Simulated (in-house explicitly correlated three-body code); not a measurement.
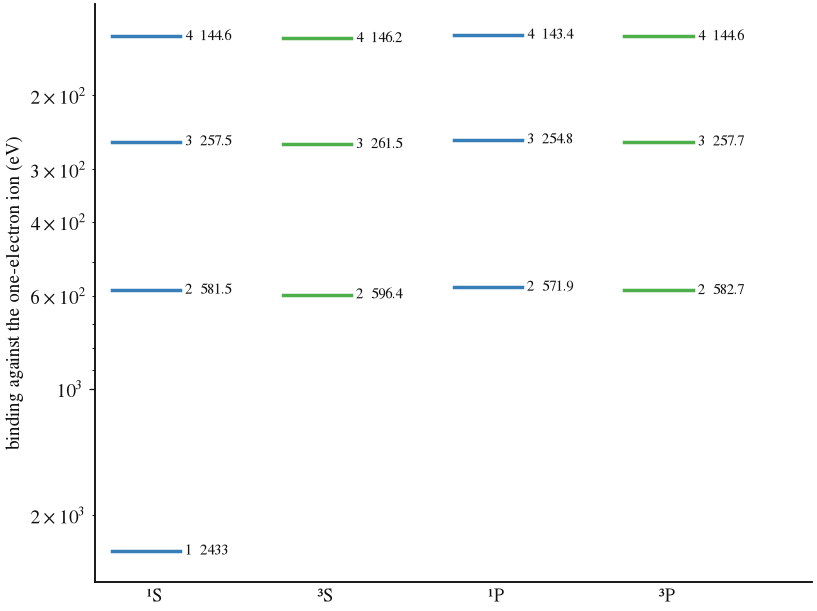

Two electrons around a point charge of unknown size. Computed variationally in 260 exponentially correlated functions with an in-house code, non-relativistic, converged to about 10⁻⁸ of the energy. The plot shows the bound S and P states that converged, by term and principal number n, on a logarithmic scale of binding.

Question: What is the nuclear charge?

Answer: Z = 14 (silicon). The outer electron of the excited states sees a charge of Z − 1, so they are bound by about 13.6 (Z − 1)²/n² eV. The ground state is bound by 2433 eV. The n = 2 states drawn run, from the deepest, 2 ³S (596.4 eV), 2 ³P (582.7 eV), 2 ¹S (581.5 eV), 2 ¹P (571.9 eV). Exchange puts 2 ³S below 2 ¹S by 14.9 eV and 2 ³P below 2 ¹P by 10.8 eV. Quantum defects n − (Z − 1)/√(2 E(binding)): 2 ³S 0.036, 2 ³P 0.014, 2 ¹S 0.011, 2 ¹P −0.005.
